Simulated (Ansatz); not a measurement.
Consider Ge in the diamond structure (space group Fd-3m, No. 227; a = 5.673 Å).

Structures relaxed with plane-wave PAW DFT at the r2SCAN level (Ansatz, a quantum-chemistry and plane-wave program, 500 eV), without spin-orbit coupling, earlier PAW set.

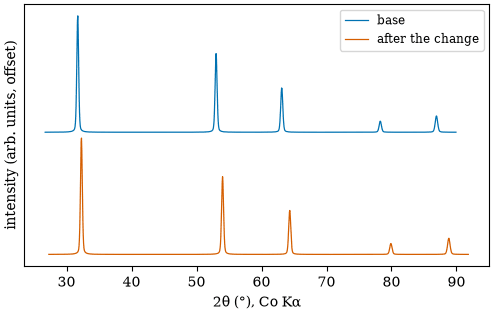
*Simulated powder patterns before (top) and after one change*

Problem. Name the change that was made.
(A) pressure 45 GPa
(B) pressure 4.2 GPa
(C) pressure 60 GPa
(D) pressure 30 GPa

Solution. B, pressure 4.2 GPa. Its volume per atom is 21.67 Å³ against 22.82 Å³, and its space group is Fd-3m (No. 227).

Load acts through the strain it causes; cell and atoms are relaxed under it. No phonon test of stability was made. Measured, Ge leaves this structure (for the β-tin structure) near 10.6 GPa (room temperature; as listed in arXiv:1906.07825).
